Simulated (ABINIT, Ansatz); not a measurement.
# SF6 (Im-3m): G0W0 with ABINIT, start to end, part 2 of 3

Wanted: ground state, empty states, screening and self-energy for SF6 (Im-3m).

ABINIT 10.8.3; LDA and many-body steps on it, plane waves. Known limits of the many-body steps: not at the basis limit; coarse k mesh.

So far. Step 2 (Ground state): The gap is direct, at Γ.

## 3. Bands along the symmetry lines

Level of this step: DFT, LDA, plane waves, norm-conserving pseudopotentials (ABINIT).

Levels along a band path, at the cheap level, show where the edges lie and whether the meshes to come will hold them.

The input, run.abi:

```
acell 3*1.0 Angstrom
rprim 
  -2.873504736200 2.873504736200 2.873504736200
  2.873504736200 -2.873504736200 2.873504736200
  2.873504736200 2.873504736200 -2.873504736200
ntypat 2
znucl 16 9
natom 7
typat 1 2 2 2 2 2 2
xred 
  0.000000000000 0.000000000000 0.000000000000
  0.725627210000 0.725627210000 0.000000000000
  0.274372790000 0.274372790000 0.000000000000
  0.000000000000 0.274372790000 0.274372790000
  0.000000000000 0.725627210000 0.725627210000
  0.725627210000 0.000000000000 0.725627210000
  0.274372790000 0.000000000000 0.274372790000
pp_dirpath "pseudos"
pseudos "S.upf, F.upf"
ecut 36
iscf -2
irdden 1
kptopt 0
nkpt 26
kpt 
  0.00000000 0.00000000 0.00000000
  0.12500000 -0.12500000 0.12500000
  0.25000000 -0.25000000 0.25000000
  0.37500000 -0.37500000 0.37500000
  0.50000000 -0.50000000 0.50000000
  0.37500000 -0.37500000 0.50000000
  0.25000000 -0.25000000 0.50000000
  0.12500000 -0.12500000 0.50000000
  0.00000000 0.00000000 0.50000000
  0.00000000 0.00000000 0.37500000
  0.00000000 0.00000000 0.25000000
  0.00000000 0.00000000 0.12500000
  0.00000000 0.00000000 0.00000000
  0.06250000 0.06250000 0.06250000
  0.12500000 0.12500000 0.12500000
  0.18750000 0.18750000 0.18750000
  0.25000000 0.25000000 0.25000000
  0.31250000 0.06250000 0.31250000
  0.37500000 -0.12500000 0.37500000
  0.43750000 -0.31250000 0.43750000
  0.50000000 -0.50000000 0.50000000
  0.25000000 0.25000000 0.25000000
  0.18750000 0.18750000 0.31250000
  0.12500000 0.12500000 0.37500000
  0.06250000 0.06250000 0.43750000
  -0.00000000 0.00000000 0.50000000
istwfk *1
nband 31
nbdbuf 2
tolwfr 1e-08
nstep 40
prtwf 0
prtvol 0
indata_prefix "in"
outdata_prefix "out"
tmpdata_prefix "tmp"
```

Run with:

```
OMP_NUM_THREADS=1 mpirun -n 4 abinit run.abi > log
```

Numbers of over 12 decimals in the logs are rounded to 6 here.

Log:

```text
.Version 10.8.3 of ABINIT. v10.8.2 released Aug 2026.

 Symmetries : space group Im -3 m (#229); Bravais cI (body-center cubic)
[... echo of the input left out ...]
== DATASET  1 ==================================================================
-   mpi_nproc: 4, omp_nthreads: 1 (-1 if OMP is not activated)

--- !DatasetInfo
iteration_state: {dtset: 1, }
dimensions: {natom: 7, nkpt: 26, mband: 31, nsppol: 1, nspinor: 1, nspden: 1, mpw: 6632, }
cutoff_energies: {ecut:  36.0, pawecutdg:  -1.0, }
electrons: {nelect:   4.80000000E+01, charge:   0.00000000E+00, occopt:   1.00000000E+00, tsmear:   1.00000000E-02, }

 Real(R)+Recip(G) space primitive vectors, cartesian coordinates (Bohr,Bohr^-1):
 R(1)= -5.4301370  5.4301370  5.4301370  G(1)=  0.0000000  0.0920787  0.0920787
 R(2)=  5.4301370 -5.4301370  5.4301370  G(2)=  0.0920787  0.0000000  0.0920787
 R(3)=  5.4301370  5.4301370 -5.4301370  G(3)=  0.0920787  0.0920787  0.0000000
 Unit cell volume ucvol=  6.4046049E+02 bohr^3
 Angles (23,13,12)=  1.09471221E+02  1.09471221E+02  1.09471221E+02 degrees

 getcut: wavevector=  0.0000  0.0000  0.0000  ngfft=  54  54  54
         ecut(hartree)=     36.000   => boxcut(ratio)=   2.12572

--- Pseudopotential description ------------------------------------------------
- S Generated using ONCVPSP code by D. R. Hamann
- 16.00000   6.00000  180309                  znucl, zion, pspdat
12 -1012 2 -1 1132                            pspcod,pspxc,lmax,lloc,mmax
     nproj     2     2     2
  pspatm : epsatm=    8.64647033
         --- l  ekb(1:nproj) -->
             0    6.829465    0.577472
             1    3.264508    0.889325
             2   -2.858321   -0.603195
 pspatm: atomic psp has been read  and splines computed

- F Generated using ONCVPSP code by D. R. Hamann
-  9.00000   7.00000  201202                  znucl, zion, pspdat
12 -1012 2 -1 824                             pspcod,pspxc,lmax,lloc,mmax
     nproj     2     2     1
  pspatm : epsatm=    4.94580260
         --- l  ekb(1:nproj) -->
[...]
2   -2.364936
 pspatm: atomic psp has been read  and splines computed

--------------------------------------------------------------------------------

================================================================================
 prteigrs : about to open file out_EIG
 Non-SCF case, kpt    1 (  0.00000  0.00000  0.00000), residuals and eigenvalues=
  8.78E-09  2.00E-09  3.62E-09  8.75E-09  1.47E-09  4.98E-09  4.02E-09  3.21E-09
  5.22E-09  8.50E-09  2.40E-09  5.16E-09  5.91E-09  2.29E-09  4.60E-09  2.74E-09
  2.96E-09  4.58E-09  2.44E-09  3.09E-09  6.21E-09  3.96E-09  4.51E-09  7.37E-09
  1.95E-09  8.40E-09  2.00E-09  7.92E-09  2.56E-09  7.22E-06  3.01E-06
 -1.0638E+00 -9.3869E-01 -9.3869E-01 -9.3869E-01 -8.9063E-01 -8.9063E-01
 -5.2380E-01 -3.6509E-01 -3.6509E-01 -3.6509E-01 -2.7026E-01 -2.7026E-01
[...]
4.0784E-01

--- !ResultsGS
iteration_state: {dtset: 1, }
comment   : Summary of ground state results
lattice_vectors:
- [ -5.4301370,   5.4301370,   5.4301370, ]
- [  5.4301370,  -5.4301370,   5.4301370, ]
- [  5.4301370,   5.4301370,  -5.4301370, ]
lattice_lengths: [   9.40527,    9.40527,    9.40527, ]
lattice_angles: [109.471, 109.471, 109.471, ] # degrees, (23, 13, 12)
lattice_volume:   6.4046049E+02
convergence: {deltae:  0.000E+00, res2:  0.000E+00, residm:  9.971E-09, diffor:  0.000E+00, }
etotal    :  -1.58469637E+02
entropy   :   0.00000000E+00
fermie    :  -1.34689197E-01
cartesian_stress_tensor: null
pressure_GPa: null
xred      :
- [  0.0000E+00,   0.0000E+00,   0.0000E+00,  S]
- [  7.2563E-01,   7.2563E-01,  -3.7902E-18,  F]
- [  2.7437E-01,   2.7437E-01,  -1.4331E-18,  F]
- [ -1.4331E-18,   2.7437E-01,   2.7437E-01,  F]
- [ -3.7902E-18,   7.2563E-01,   7.2563E-01,  F]
- [  7.2563E-01,  -3.7902E-18,   7.2563E-01,  F]
- [  2.7437E-01,  -1.4331E-18,   2.7437E-01,  F]
cartesian_forces: null
force_length_stats: {min: null, max: null, mean: null, }

 Integrated electronic density in atomic spheres:
 ------------------------------------------------
 Atom  Sphere_radius  Integrated_density
[...]
================================================================================

 ----iterations are completed or convergence reached----

 Mean square residual over all n,k,spin=   51.217E-10; max=  99.714E-10
 reduced coordinates (array xred) for    7 atoms
[...]
0.725627210000     -0.000000000000      0.725627210000
       0.274372790000     -0.000000000000      0.274372790000

 cartesian coordinates (angstrom) at end:
    1      0.000000     0.000000     0.000000
    2     -0.000000     0.000000     4.170186
    3      0.000000    -0.000000     1.576823
    4      1.576823    -0.000000     0.000000
    5      4.170186     0.000000    -0.000000
    6      0.000000     4.170186    -0.000000
    7     -0.000000     1.576823     0.000000
 length scales=  1.889726125908  1.889726125908  1.889726125908 bohr
              =  1.000000000000  1.000000000000  1.000000000000 angstroms
 prteigrs : about to open file out_EIG
 Eigenvalues (hartree) for nkpt=  26  k points:
 kpt#   1, nband= 31, wtk=  1.00000, kpt=  0.0000  0.0000  0.0000 (reduced coord)
[...]
kpt#   2, nband= 31, wtk=  1.00000, kpt=  0.1250 -0.1250  0.1250 (reduced coord)
[...]
kpt#   3, nband= 31, wtk=  1.00000, kpt=  0.2500 -0.2500  0.2500 (reduced coord)
[...]
kpt#  25, nband= 31, wtk=  1.00000, kpt=  0.0625  0.0625  0.4375 (reduced coord)
[...]
0.12878    0.26920    0.27925    0.30149    0.32310    0.33675    0.40118
 kpt#  26, nband= 31, wtk=  1.00000, kpt=  0.0000  0.0000  0.5000 (reduced coord)
[...]
-0.38423   -0.36461   -0.27694   -0.27301   -0.26186   -0.25807   -0.23825   -0.20101
  -0.18324   -0.18184   -0.18017   -0.17626   -0.17556   -0.14206   -0.13915   -0.13841
   0.12715    0.26868    0.27958    0.31184    0.31401    0.33525    0.40784

== END DATASET(S) ==============================================================
================================================================================

 -outvars: echo values of variables after computation  --------
            nband          31
             nkpt          26
          spgroup         229
 [... the other variables as echoed above ...]

 Calculation completed.
```

Elapsed: 63 s, on 4 MPI ranks of Arm Neoverse N1, shared host; peak memory 0.38 GiB.

This step gave:

```
gap                        : 6.132 eV
k of the valence top       : 0, 0, 0
k of the conduction bottom : 0, 0, 0
least direct gap           : 6.132 eV
```

The gap is 6.132 eV, as in the run before at this level.

The electronic bands at the labelled points (eV, zero at the top of the highest filled band):

| point | band 21 | band 22 | band 23 | band 24 | band 25 | band 26 | band 27 | band 28 |
| --- | --- | --- | --- | --- | --- | --- | --- | --- |
| Γ | -1.15 | 0.00 | 0.00 | 0.00 | 6.13 | 10.30 | 12.09 | 12.09 |
| H | -1.08 | -0.06 | -0.06 | -0.06 | 6.67 | 11.95 | 11.95 | 11.95 |
| N | -1.11 | -0.20 | -0.12 | -0.10 | 7.12 | 10.98 | 11.27 | 12.15 |
| Γ | -1.15 | 0.00 | 0.00 | 0.00 | 6.13 | 10.30 | 12.09 | 12.09 |
| P | -1.14 | -0.19 | -0.19 | -0.19 | 7.47 | 11.14 | 11.14 | 11.14 |
| H | -1.08 | -0.06 | -0.06 | -0.06 | 6.67 | 11.95 | 11.95 | 11.95 |
| jump to P | -1.14 | -0.19 | -0.19 | -0.19 | 7.47 | 11.14 | 11.14 | 11.14 |
| N | -1.11 | -0.20 | -0.12 | -0.10 | 7.12 | 10.98 | 11.27 | 12.15 |

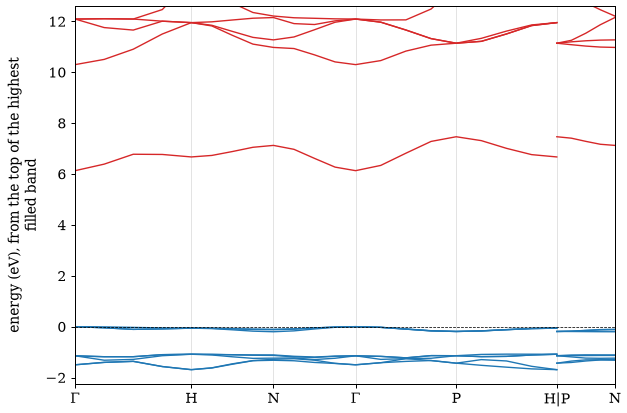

Electronic bands along the path; lines of filled and empty bands in two colours.

## 4. Empty states on the mesh, 2×2×2 mesh, 76 bands

The sums over transitions need many empty states on a uniform mesh; this step solves for them.

The input, run.abi:

```
acell 3*1.0 Angstrom
rprim 
  -2.873504736200 2.873504736200 2.873504736200
  2.873504736200 -2.873504736200 2.873504736200
  2.873504736200 2.873504736200 -2.873504736200
ntypat 2
znucl 16 9
natom 7
typat 1 2 2 2 2 2 2
xred 
  0.000000000000 0.000000000000 0.000000000000
  0.725627210000 0.725627210000 0.000000000000
  0.274372790000 0.274372790000 0.000000000000
  0.000000000000 0.274372790000 0.274372790000
  0.000000000000 0.725627210000 0.725627210000
  0.725627210000 0.000000000000 0.725627210000
  0.274372790000 0.000000000000 0.274372790000
pp_dirpath "pseudos"
pseudos "S.upf, F.upf"
ecut 36
ngkpt 2 2 2
nshiftk 1
shiftk 0 0 0
kptopt 1
chksymbreak 0
iscf -2
irdden 1
istwfk *1
nband 76
nbdbuf 6
tolwfr 1e-09
nstep 60
prtvol 0
indata_prefix "in"
outdata_prefix "out"
tmpdata_prefix "tmp"
```

Log:

```text
.Version 10.8.3 of ABINIT. v10.8.2 released Aug 2026.

 Symmetries : space group Im -3 m (#229); Bravais cI (body-center cubic)
[... echo of the input left out ...]
== DATASET  1 ==================================================================
-   mpi_nproc: 4, omp_nthreads: 1 (-1 if OMP is not activated)
-    --> not optimal distribution: autoparal keyword recommended in input file <--

--- !DatasetInfo
iteration_state: {dtset: 1, }
dimensions: {natom: 7, nkpt: 3, mband: 76, nsppol: 1, nspinor: 1, nspden: 1, mpw: 6620, }
cutoff_energies: {ecut:  36.0, pawecutdg:  -1.0, }
electrons: {nelect:   4.80000000E+01, charge:   0.00000000E+00, occopt:   1.00000000E+00, tsmear:   1.00000000E-02, }

 Real(R)+Recip(G) space primitive vectors, cartesian coordinates (Bohr,Bohr^-1):
 R(1)= -5.4301370  5.4301370  5.4301370  G(1)=  0.0000000  0.0920787  0.0920787
 R(2)=  5.4301370 -5.4301370  5.4301370  G(2)=  0.0920787  0.0000000  0.0920787
 R(3)=  5.4301370  5.4301370 -5.4301370  G(3)=  0.0920787  0.0920787  0.0000000
 Unit cell volume ucvol=  6.4046049E+02 bohr^3
 Angles (23,13,12)=  1.09471221E+02  1.09471221E+02  1.09471221E+02 degrees

 getcut: wavevector=  0.0000  0.0000  0.0000  ngfft=  54  54  54
         ecut(hartree)=     36.000   => boxcut(ratio)=   2.12572

--- Pseudopotential description ------------------------------------------------
- S Generated using ONCVPSP code by D. R. Hamann
- 16.00000   6.00000  180309                  znucl, zion, pspdat
12 -1012 2 -1 1132                            pspcod,pspxc,lmax,lloc,mmax
     nproj     2     2     2
  pspatm : epsatm=    8.64647033
         --- l  ekb(1:nproj) -->
             0    6.829465    0.577472
             1    3.264508    0.889325
             2   -2.858321   -0.603195
 pspatm: atomic psp has been read  and splines computed

- F Generated using ONCVPSP code by D. R. Hamann
-  9.00000   7.00000  201202                  znucl, zion, pspdat
12 -1012 2 -1 824                             pspcod,pspxc,lmax,lloc,mmax
     nproj     2     2     1
  pspatm : epsatm=    4.94580260
         --- l  ekb(1:nproj) -->
[...]
2   -2.364936
 pspatm: atomic psp has been read  and splines computed

--------------------------------------------------------------------------------

================================================================================
 prteigrs : about to open file out_EIG
 Non-SCF case, kpt    1 (  0.00000  0.00000  0.00000), residuals and eigenvalues=
  5.39E-10  9.65E-11  4.94E-10  8.23E-10  1.22E-10  5.66E-10  6.83E-10  1.89E-10
  3.77E-10  6.18E-10  1.97E-10  3.41E-10  8.25E-10  2.25E-10  9.37E-10  2.23E-10
  2.48E-10  6.13E-10  3.02E-10  3.62E-10  4.82E-10  4.09E-10  4.67E-10  9.45E-10
[...]
5.65E-05  1.82E-06  3.83E-05  1.96E-04
 -1.0638E+00 -9.3869E-01 -9.3869E-01 -9.3869E-01 -8.9063E-01 -8.9063E-01
 -5.2380E-01 -3.6509E-01 -3.6509E-01 -3.6509E-01 -2.7026E-01 -2.7026E-01
 -2.7026E-01 -2.6739E-01 -2.6739E-01 -1.8978E-01 -1.8978E-01 -1.8978E-01
[...]
1.0925E+00  1.0925E+00  1.0925E+00  1.0933E+00  1.0933E+00  1.1640E+00
  1.1640E+00  1.1640E+00  1.1741E+00  1.2261E+00  1.2261E+00  1.2261E+00
  1.3485E+00  1.3738E+00  1.3741E+00  1.3787E+00
 prteigrs : prtvol=0 or 1, do not print more k-points.

--- !ResultsGS
iteration_state: {dtset: 1, }
comment   : Summary of ground state results
lattice_vectors:
- [ -5.4301370,   5.4301370,   5.4301370, ]
- [  5.4301370,  -5.4301370,   5.4301370, ]
- [  5.4301370,   5.4301370,  -5.4301370, ]
lattice_lengths: [   9.40527,    9.40527,    9.40527, ]
lattice_angles: [109.471, 109.471, 109.471, ] # degrees, (23, 13, 12)
lattice_volume:   6.4046049E+02
convergence: {deltae:  0.000E+00, res2:  0.000E+00, residm:  9.859E-10, diffor:  0.000E+00, }
etotal    :  -1.58469637E+02
entropy   :   0.00000000E+00
fermie    :  -1.34689197E-01
cartesian_stress_tensor: null
pressure_GPa: null
xred      :
- [  0.0000E+00,   0.0000E+00,   0.0000E+00,  S]
- [  7.2563E-01,   7.2563E-01,  -3.7902E-18,  F]
- [  2.7437E-01,   2.7437E-01,  -1.4331E-18,  F]
- [ -1.4331E-18,   2.7437E-01,   2.7437E-01,  F]
- [ -3.7902E-18,   7.2563E-01,   7.2563E-01,  F]
- [  7.2563E-01,  -3.7902E-18,   7.2563E-01,  F]
- [  2.7437E-01,  -1.4331E-18,   2.7437E-01,  F]
cartesian_forces: null
force_length_stats: {min: null, max: null, mean: null, }

 Integrated electronic density in atomic spheres:
 ------------------------------------------------
 Atom  Sphere_radius  Integrated_density
[...]
================================================================================

 ----iterations are completed or convergence reached----

 Mean square residual over all n,k,spin=   50.899E-11; max=  98.594E-11
 reduced coordinates (array xred) for    7 atoms
[...]
0.725627210000     -0.000000000000      0.725627210000
       0.274372790000     -0.000000000000      0.274372790000

 cartesian coordinates (angstrom) at end:
    1      0.000000     0.000000     0.000000
[...]
7     -0.000000     1.576823     0.000000
 length scales=  1.889726125908  1.889726125908  1.889726125908 bohr
              =  1.000000000000  1.000000000000  1.000000000000 angstroms
 prteigrs : about to open file out_EIG
 Eigenvalues (hartree) for nkpt=   3  k points:
 kpt#   1, nband= 76, wtk=  0.12500, kpt=  0.0000  0.0000  0.0000 (reduced coord)
[...]
0.98743    1.03305    1.03305    1.03305    1.09249    1.09249    1.09249    1.09332
   1.09332    1.16398    1.16398    1.16398    1.17411    1.22609    1.22609    1.22609
   1.34851    1.37378    1.37412    1.37875
 prteigrs : prtvol=0 or 1, do not print more k-points.

== END DATASET(S) ==============================================================
================================================================================

 -outvars: echo values of variables after computation  --------
            nband          76
             nkpt           3
          spgroup         229
 [... the other variables as echoed above ...]

 Calculation completed.
```

Elapsed: 24 s, on 4 MPI ranks; peak memory 0.33 GiB.

This step gave:

```yaml
gap: 6.132 eV
k_of_the_valence_top: 0, 0, 0
k_of_the_conduction_bottom: 0, 0, 0
least_direct_gap: 6.132 eV
k_points_computed: 3
lowest_point_of_the_top_converged_band_above_the_valence_top: 37.03 eV
```

On this mesh the gap is 6.132 eV.

## 5. Screening, 2×2×2 mesh, 70 bands, screening to 98 eV

The RPA dielectric matrix is built and inverted for each q.

This step: RPA screening on LDA, plane waves, norm-conserving pseudopotentials.

run.abi, as its differences from that of step 4:

```diff
@@ -25,10 +25,11 @@
 chksymbreak 0
-iscf -2
-irdden 1
 istwfk *1
-nband 76
-nbdbuf 6
-tolwfr 1e-09
-nstep 60
-prtvol 0
+occopt 1
+irdwfk 1
+optdriver 3
+nband 70
+ecuteps 3.6
+inclvkb 2
+awtr 1
+symchi 1
 indata_prefix "in"
```

Log:

```text
.Version 10.8.3 of ABINIT. v10.8.2 released Aug 2026.

 Symmetries : space group Im -3 m (#229); Bravais cI (body-center cubic)
[... echo of the input left out ...]
== DATASET  1 ==================================================================
-   mpi_nproc: 4, omp_nthreads: 1 (-1 if OMP is not activated)

--- !DatasetInfo
iteration_state: {dtset: 1, }
dimensions: {natom: 7, nkpt: 3, mband: 70, nsppol: 1, nspinor: 1, nspden: 1, mpw: 6620, }
cutoff_energies: {ecut:  36.0, pawecutdg:  -1.0, }
electrons: {nelect:   4.80000000E+01, charge:   0.00000000E+00, occopt:   1.00000000E+00, tsmear:   1.00000000E-02, }

 SCREENING: Calculation of the susceptibility and dielectric matrices

 Based on a program developped by R.W. Godby, V. Olevano, G. Onida, and L. Reining.
 Incorporated in ABINIT by V. Olevano, G.-M. Rignanese, and M. Torrent.
.Using double precision arithmetic ; gwpc =  8

[... cell and pseudopotentials left out ...]
--------------------------------------------------------------------------------

 ==== K-mesh for the wavefunctions ====
 Number of points in the irreducible wedge :     3
[... list of points left out ...]
 Together with 48 symmetry operations and time-reversal symmetry
 yields     8 points in the full Brillouin Zone.

 ==== Q-mesh for the screening function ====
 Number of points in the irreducible wedge :     3
[... list of points left out ...]
 Together with 48 symmetry operations and time-reversal symmetry
 yields     8 points in the full Brillouin Zone.

 setmesh: FFT mesh size selected  =    27x   27x   27
          total number of points  =        19683

 vcoul_init : cutoff-mode = AUXILIARY_FUNCTION
 q-points for optical limit:   1
     1)      0.000010    0.000020    0.000030

- screening: taking advantage of time-reversal symmetry
- Maximum band index for partially occupied states nbvw = 24
- Remaining bands to be divided among processors   nbcw = 46
- Number of bands treated by each node ~11

 Number of electrons calculated from density =   48.0000; Expected =   48.0000
 average of density, n =  0.074946
 r_s =    1.4714
 omega_plasma =   26.4077 [eV]

 calculating chi0 at frequencies [eV] :
  1    0.000000E+00    0.000000E+00
  2    0.000000E+00    2.640767E+01

--------------------------------------------------------------------------------
  q-point number  1        q = ( 0.000000, 0.000000, 0.000000) [r.l.u.]
--------------------------------------------------------------------------------
[... chi0 elements left out ...]
 For q-point:  0.000010 0.000020 0.000030
  dielectric constant =   1.7358
  dielectric constant without local fields =   1.9529

  Average fulfillment of the sum rule on Im[epsilon] for q-point    1 :     27.77  [%]
[... wings left out ...]
  q-point number  2        q = ( 0.500000, 0.000000, 0.000000) [r.l.u.]
--------------------------------------------------------------------------------
[... chi0 elements left out ...]
  Average fulfillment of the sum rule on Im[epsilon] for q-point    2 :     34.12  [%]

 [... 1 further q-points ...]
```

Elapsed: 14 s, on 4 MPI ranks; peak memory 0.72 GiB; 55 s of CPU time.

Numbers from this step:

```
ε∞ with local fields, on this mesh, along the program's q direction : 1.736
the same without local fields                                       : 1.953
plasma frequency                                                    : 26.41 eV
plane waves in the screening matrix                                 : 201
```

Local fields lower ε∞ by 11 %. On a Γ-centred mesh this coarse the value itself is usually too large, while a short band sum pulls it down.

[end of part 2 of 3]

[Paths, hosts, dates, memory and timing lines, banners, echoed tables and standing remarks are left out of the program output.]

[Logs are printed without paths, hosts, clocks, repeated set-up lines and the standing remarks that a program may print on its own settings, such as how far it seeks lower states.]

[Runs of the session that timed out or met a known fault of the program may be left out.]

[Hosts, paths, dates, database ids (printed as entryN), source tags and the programs' standing remarks are cut or masked in the printed files.]

[G0W0 gaps are taken among the corrected bands and points alone; a level outside them can change the order at an edge.]

[Where Ansatz stands beside ABINIT at settings called matched, ABINIT's density can come from a denser mesh and the files from another edition; pairs whose starting gaps differed by over 0.03 eV were left out, so agreement reads better than it is.]
